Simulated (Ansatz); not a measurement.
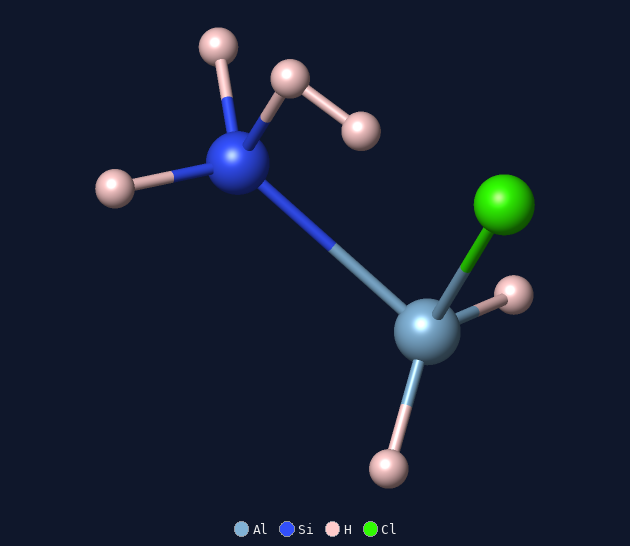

Harmonic vibrations computed with RKS PBE0-D4/def2-SVP (Ansatz 0.2.0) at a stationary point of the same level.

Q: How many imaginary frequencies does it have?

A: A saddle point of order 2: imaginary frequencies 470i cm⁻¹, 85i cm⁻¹.

Q: How many vibrational modes are there, and where do they lie?

A: 21 modes: 470i, 85i, 235, 251, 278, 282, 413, 470, 654, 669, 728, 773, 858, 905, 990, 1625, 1946, 1968, 2203, 2223, 2225 cm⁻¹.
